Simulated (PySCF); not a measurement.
C₇H₁₀N₂OSi (SMILES O=Cc1cc([SiH3])nn1C1CC1)

```xyz
21

O    -1.2976   -2.7278    1.5300
C    -0.1506   -2.5144    1.2065
C     0.3620   -1.3363    0.5560
C     1.6748   -1.0636    0.1704
C     1.6443    0.2046   -0.4129
Si    3.0317    1.2183   -1.1654
N     0.3927    0.6711   -0.3830
N    -0.3625   -0.2376    0.1884
C    -1.7544   -0.0246    0.3663
C    -2.4930    0.7361   -0.6984
C    -2.2262    1.3779    0.6250
H     0.6422   -3.2624    1.4014
H     2.5273   -1.6995    0.2980
H     4.1868    1.1261   -0.2672
H     2.5776    2.5980   -1.3080
H     3.3869    0.6447   -2.4673
H    -2.2328   -0.8556    0.8648
H    -1.9115    1.0779   -1.5404
H    -3.4964    0.4221   -0.9397
H    -1.4674    2.1442    0.6588
H    -3.0427    1.5174    1.3160
```

Geometry: GFN2-xTB.

The calculation used PBE0/pcSseg-1, SCF density, gas phase, non-relativistic (PySCF 2.14.0).

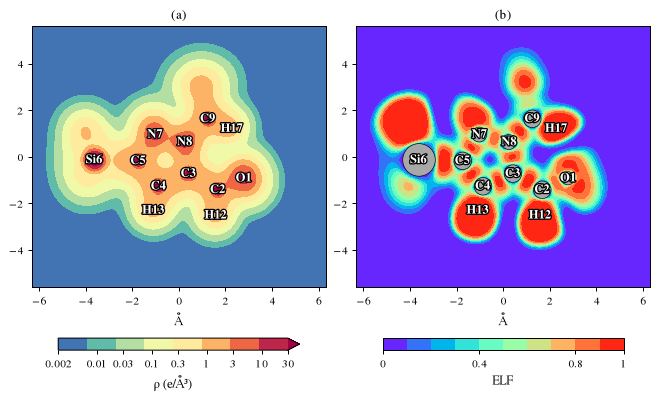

Figure 1. (a) total electron density; (b) electron localisation function on the plane of atoms C2, C3 and N8. Grey discs cover the atomic cores in the ELF map.

Question: Interpret the plot.

Answer:
- The plane passes through O, C, Si, N and H nuclei.
- C–O (1.21 Å): the density is about 3.3 e/Å³ at the midpoint; the ELF peaks at about 0.85 between the atoms: a multiple bond.
- N–N (1.31 Å): ρ at the midpoint is about 2.7 e/Å³; the ELF peaks at about 0.90 between the atoms: localised, covalent bonding.
- C–N (1.34 Å): ρ at the midpoint is about 2.5 e/Å³; the ELF peaks at about 0.90 between the atoms: localised, covalent bonding.
- C–C (1.40 Å): ρ is about 2.1 e/Å³ halfway; the ELF peaks at about 0.95 between the atoms (a covalent bond).
- C–Si (1.88 Å): the density is about 0.94 e/Å³ at the midpoint; the ELF peaks at about 1 between the atoms (a shared electron pair).
- The ELF also peaks beside O1 and N7, away from the bonds: lone-pair regions.

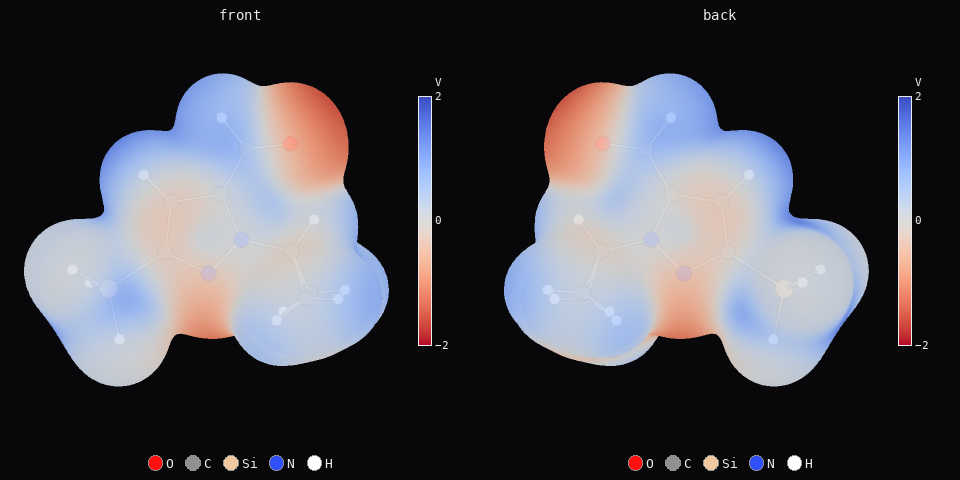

Figure 2. The electrostatic potential painted on the density surface at 0.002 e/bohr³, seen from the front and from behind; the colour scale runs from red (negative) to blue (positive).

Question: Describe the electrostatic potential map.

Answer: The most negative region (about −1.5 V) lies over O1, the most positive (about +1.3 V) over Si6 and H13. O1 is the likeliest acceptor of a hydrogen bond.
